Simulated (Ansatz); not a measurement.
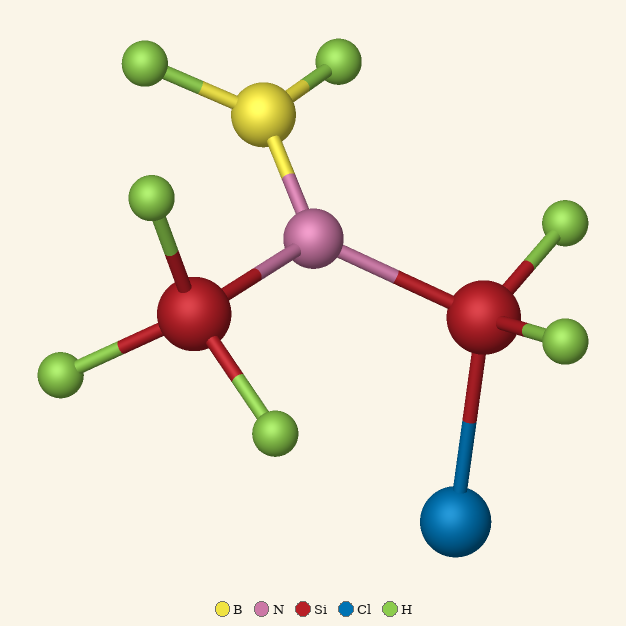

Sticks follow a distance rule. Harmonic vibrations computed with RKS PBE0-D4/def2-TZVP (Ansatz 0.2.0) at a stationary point of the same level.

### How many imaginary frequencies does it have?

A minimum: no imaginary frequency, and the lowest mode lies at 36 cm⁻¹.

### List the wavenumbers.

30 modes: 36, 79, 122, 196, 266, 308, 422, 529, 586, 608, 699, 706, 748, 843, 884, 942, 946, 954, 966, 1023, 1087, 1205, 1350, 2236, 2248, 2251, 2257, 2282, 2556, 2642 cm⁻¹.
